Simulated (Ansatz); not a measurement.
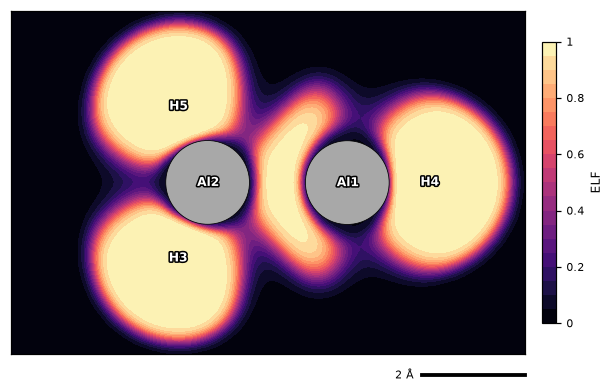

The picture shows: AlH···AlH$_{2}$ (charge +1). ELF on the molecular plane. Grey discs cover the atomic cores.

Geometry: PBE-D4/def2-TZVP.

Theory: Ansatz 0.2.0, RKS PBE0-D4/def2-TZVP.

```yaml
atoms:
  - { symbol: Al, position_ang: [0.0845, -1.4445, 0.5096] }
  - { symbol: Al, position_ang: [-0.0670, 1.1025, -0.3880] }
  - { symbol: H, position_ang: [-1.4402, 1.7702, 0.0075] }
  - { symbol: H, position_ang: [0.1791, -2.9427, 1.0342] }
  - { symbol: H, position_ang: [1.2436, 1.5145, -1.1632] }
```

Question: What does the map show?

Answer: The plane passes through Al and H nuclei.
Al1···Al2 (2.70 Å): the ELF peaks at about 1 between the atoms.
Al–H (1.58 Å): the ELF climbs to about 1 towards the hydrogen.
